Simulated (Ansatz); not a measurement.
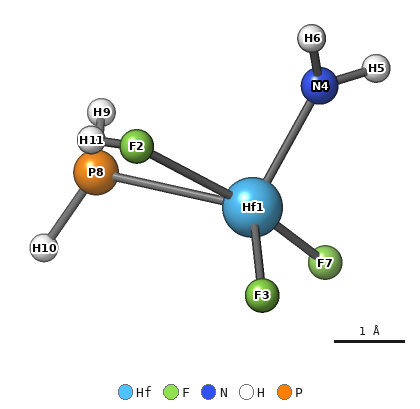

**Figure 1.** The structure (ball-and-stick view, seen at a tilt; atoms are numbered from 1 in the order of the input). Sticks mark near contacts.

## Frequency calculation of HfPNH$_{5}$F$_{3}$

System: HfPNH$_{5}$F$_{3}$.
Method: RKS PBE0-D4/def2-SVP (Ansatz 0.2.0).

It belongs to a series of runs on one base structure; here: vibrations at the highest image of the band. Figures and captions count atoms from 1; the log counts them from 0 in places.

**The program's output**
```
Engine: ansatz 0.2.0, x86_64-unknown-linux-gnu
Functional definition: PBE0
  parameter a = 0.25
  parameter kappa = 0.804
  parameter beta = 0.06672455060314922
  exchange = (1 - a)*pbe_x(kappa = kappa, mu = beta*pi^2/3) + a*exact_x
  correlation = pbe_c(beta = beta)
1367 factors; integrals over basis functions are off by at most 3.2e-4 eV
mean field evaluation 1: about -20289.6149 eV, gradient 7.5e1 eV
mean field evaluation 2: about -20252.2832 eV, gradient 1.5e2 eV
mean field evaluation 4: about -20299.8857 eV, gradient 6.7e0 eV
mean field evaluation 8: about -20300.0207 eV, gradient 4.1e-1 eV
mean field evaluation 16: about -20300.0211 eV, gradient 1.8e-4 eV
mean field -20300.02112183 eV, -746.0120163789 hartree, gradient 4.1e-5 eV, S^2 0.000000; 0 other end points of the search recorded, 0 dependent functions left out
the calculation of the forces begins
reference -20300.02118193 eV, -746.0120185873 hartree; 33, 33 occupied and 98, 98 virtual orbitals, 1367 factors
these checks for a lower state are left out or cut short: stability, starts, cluster_reference, orbital_swaps, neighbouring_geometries, increment
1367 factors; integrals over basis functions are off by at most 3.2e-4 eV
mean field -20300.02103259 eV, -746.0120130993 hartree, gradient 2.3e-6 eV, S^2 0.000000; 0 other end points of the search recorded, 0 dependent functions left out
[... from here on the field's lines of each further geometry are left out, up to the last ...]
the calculation of the forces begins
reference -20300.02117369 eV, -746.0120182847 hartree; 33, 33 occupied and 98, 98 virtual orbitals, 1367 factors
these checks for a lower state are left out or cut short: stability, starts, cluster_reference, orbital_swaps, neighbouring_geometries, increment
1367 factors; integrals over basis functions are off by at most 3.2e-4 eV
mean field -20300.02108899 eV, -746.0120151719 hartree, gradient 2.3e-6 eV, S^2 0.000000; 0 other end points of the search recorded, 0 dependent functions left out
the calculation of the forces begins
reference -20300.02114908 eV, -746.0120173803 hartree; 33, 33 occupied and 98, 98 virtual orbitals, 1367 factors
WARN: phonons: modes at or below zero, which the zero-point energy, F, S and C_V leave out: 1, the lowest at -505.39 cm⁻¹. A minimum has none, and a first-order saddle one
Total energy: -20300.21908335 eV, -746.0192913305 hartree
Atom 0 at    -0.475705     0.003866    -0.220020 Å, force     0.006804     0.013690    -0.001817 eV/Å
Atom 1 at    -0.173281     0.840523     1.817249 Å, force     0.011268     0.000015    -0.010330 eV/Å
Atom 2 at     1.372201    -0.511761    -0.124218 Å, force    -0.004487     0.004757     0.000006 eV/Å
Atom 3 at    -0.930818     1.858771    -0.854993 Å, force    -0.008892    -0.002710    -0.026821 eV/Å
Atom 4 at    -1.372471     2.057373    -1.751260 Å, force     0.009156     0.004532     0.016860 eV/Å
Atom 5 at    -0.609608     2.732207    -0.442457 Å, force     0.003786    -0.006893     0.003136 eV/Å
Atom 6 at    -1.121780    -0.994980    -1.713459 Å, force     0.000752    -0.002573     0.004535 eV/Å
Atom 7 at    -2.368698    -0.667505     1.599230 Å, force     0.003925    -0.010348     0.014930 eV/Å
Atom 8 at    -3.713096    -0.327263     1.333342 Å, force     0.003874     0.003450     0.001925 eV/Å
Atom 9 at    -2.458136    -2.010992     2.028272 Å, force    -0.003483     0.001373    -0.003661 eV/Å
Atom 10 at    -1.130907     0.400762     2.199611 Å, force    -0.022704    -0.005293     0.001238 eV/Å
Dipole moment:    -0.453711     0.326912     0.120292 e Å
Vibrations: -505.39 57.33 98.15 125.41 141.37 162.54 175.38 211.83 251.04 340.24 344.86 406.68 439.13 525.65 534.13 647.86 649.96 666.30 892.35 1051.45 1080.72 1412.69 1502.05 2499.89 2526.30 3565.37 3662.83 cm⁻¹, zero-point energy 1.486043 eV
```

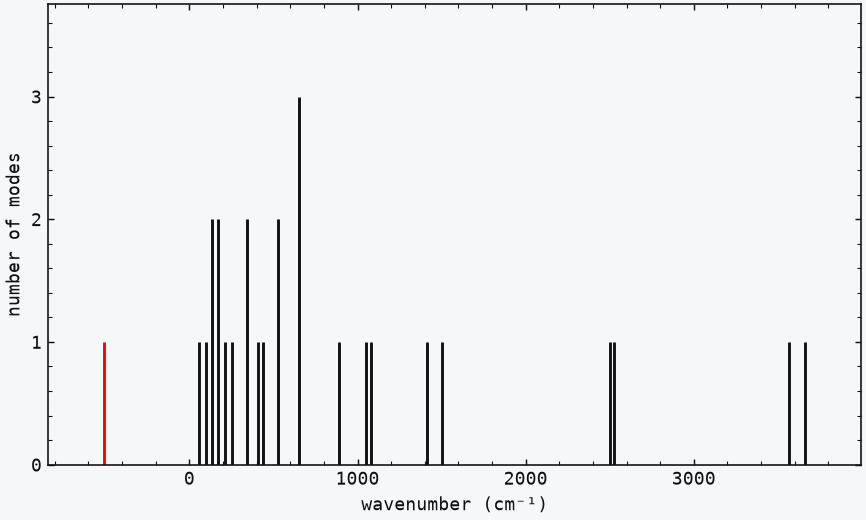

**Figure 2.** Harmonic vibrational wavenumbers from the force constants; neighbouring modes closer than 19 cm⁻¹ are counted in one stick, and imaginary ones are drawn at negative wavenumbers. 27 modes from 505i to 3663 cm⁻¹, 1 imaginary beyond 8i (505i cm⁻¹): a first-order saddle point, if the geometry is stationary.

The run was set up as follows.

**Input file**
```yaml
crystal:
  periodic: [false, false, false]
  atoms:
    - { symbol: Hf, position_ang: [-0.475705, 0.003866, -0.22002] }
    - { symbol: F, position_ang: [-0.173281, 0.840523, 1.817249] }
    - { symbol: F, position_ang: [1.372201, -0.511761, -0.124218] }
    - { symbol: "N", position_ang: [-0.930818, 1.858771, -0.854993] }
    - { symbol: H, position_ang: [-1.372471, 2.057373, -1.75126] }
    - { symbol: H, position_ang: [-0.609608, 2.732207, -0.442457] }
    - { symbol: F, position_ang: [-1.12178, -0.99498, -1.713459] }
    - { symbol: P, position_ang: [-2.368698, -0.667505, 1.59923] }
    - { symbol: H, position_ang: [-3.713096, -0.327263, 1.333342] }
    - { symbol: H, position_ang: [-2.458136, -2.010992, 2.028272] }
    - { symbol: H, position_ang: [-1.130907, 0.400762, 2.199611] }
basis:
  gaussian: { orbitals: def2-SVP }
hamiltonian:
  xc: pbe0
  dispersion: d4
phonons: {}
```

Command:
```bash
ansatz run input.yaml --threads 4 --pin off --max-ram 5120MiB --backend cpu --events-out ev --progress --plain --runs-dir out
```

**Summary**

| quantity | value |
| --- | --- |
| outcome | converged |
| total energy | −20300.2191 eV |
| mean-field energy | −20300.0212 eV |
| largest force (length of the vector) | 0.028 eV/Å |
| hardware | 4 threads of AMD EPYC (Zen 5), 32 GiB of memory available, shared host |
| wall time | 61 s (CPU time 3.7 min) |
| peak memory | 0.36 GiB |
